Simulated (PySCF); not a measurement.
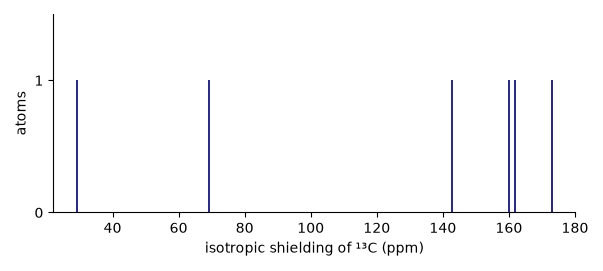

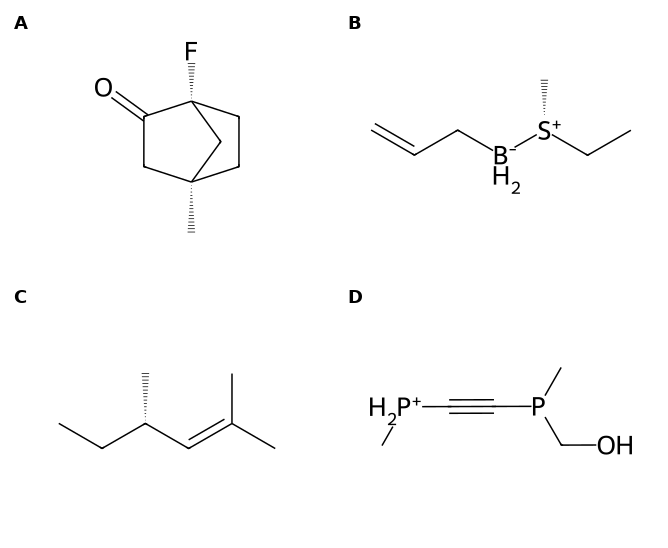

The sticks are computed shieldings of one of the molecules, for one fixed geometry (PBE0-D3(BJ)/def2-SVP) without averaging over rotations. Low shielding means a high chemical shift. Method: GIAO PBE0/pcSseg-1 NMR shielding, non-relativistic, IEF-PCM acetonitrile (PySCF 2.14.0).

**Match the spectrum to a structure.**

B, `C=CC[BH2-][S@+](C)CC`. Its 6 C atoms give lines at 29.2, 69.2, 142.8, 160.0, 162.0, 172.9 ppm.
